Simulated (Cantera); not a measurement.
Input: 1 mol MgO, 0.78 mol SO₃, 0.41 mol O₂, held at 0.0210 bar.

Equilibrium computed with Cantera from the NASA thermochemical tables; the gas is ideal and each condensed phase is pure. Candidate condensed phases: Mg, MgO, MgS, MgSO₄, S; 14 gas species. Mutual solubility and eutectic melting of coexisting phases are not modelled. Equilibrium is a limit: real reactors are often held back by kinetics, nucleation or transport.

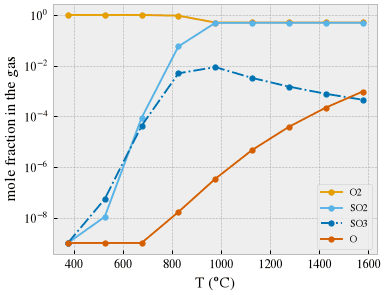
Equilibrium gas composition (values under 1e-9 drawn at 1e-9)

Task: Read off the mole fractions at 1577 °C.

Result: O₂ about 0.51, SO₂ about 0.49, O about 0.00095, SO₃ about 0.00045.
